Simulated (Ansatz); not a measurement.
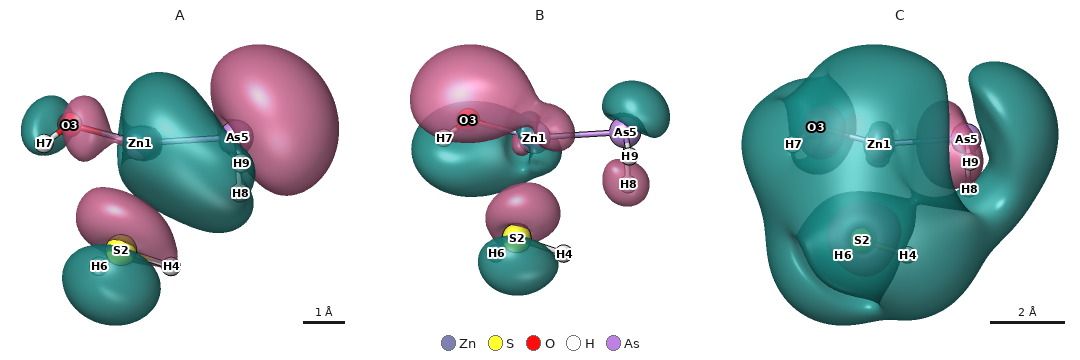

Figure 1: AsH3OZn···H2S. Three frontier orbitals at ±0.04 Å⁻³ᐟ² (teal and pink are the two phases), in no order.

The product side of a reaction path; geometry: PBE0-D4/def2-TZVP; a saddle point, not a minimum.

Level of theory: RKS PBE0-D4/def2-TZVPP in Ansatz 0.2.0.

The calculation's input:

```
crystal:
  periodic: [false, false, false]
  atoms:
    - {symbol: Zn, position_ang: [-1.078009, 0.236787, -0.311547]}
    - {symbol: S, position_ang: [1.664361, -0.401613, -0.782430]}
    - {symbol: O, position_ang: [-1.405433, 1.021418, -1.900313]}
    - {symbol: H, position_ang: [1.924722, -0.449014, 0.533379]}
    - {symbol: As, position_ang: [-1.435061, -0.482306, 1.927969]}
    - {symbol: H, position_ang: [1.999625, 0.895541, -0.871655]}
    - {symbol: H, position_ang: [-0.838287, 0.751352, -2.623277]}
    - {symbol: H, position_ang: [-0.149654, 0.209419, 2.378920]}
    - {symbol: H, position_ang: [-0.682264, -1.781484, 1.648953]}
basis:
  gaussian: {orbitals: def2-TZVPP}
hamiltonian: {xc: pbe0, dispersion: d4}
output: {orbitals: {seedname: orbitals}}
```

Launched as:

```sh
ansatz run in.yaml --threads 8 --pin off --events-out ev --progress --plain --max-ram 19148MiB
```

> Order the three orbitals by energy and name them.

B is the HOMO−1 (−7.73 eV). By Hirshfeld shares it lies mainly on O3 (about 80 %) and Zn1 (about 10 %); largely a lone pair of O3. A is the HOMO (−6.90 eV). Its weight (Hirshfeld) is mainly on As5 (about 65 %), Zn1 (about 15 %) and S2 (about 10 %). C is the LUMO (−0.45 eV). By Hirshfeld shares it lies mainly on Zn1 (about 30 %), As5 (about 20 %), S2 (about 20 %), H6 (about 10 %), O3 (about 5 %) and H4 (about 5 %).

> What is the HOMO–LUMO gap?

6.45 eV between the orbital energies.
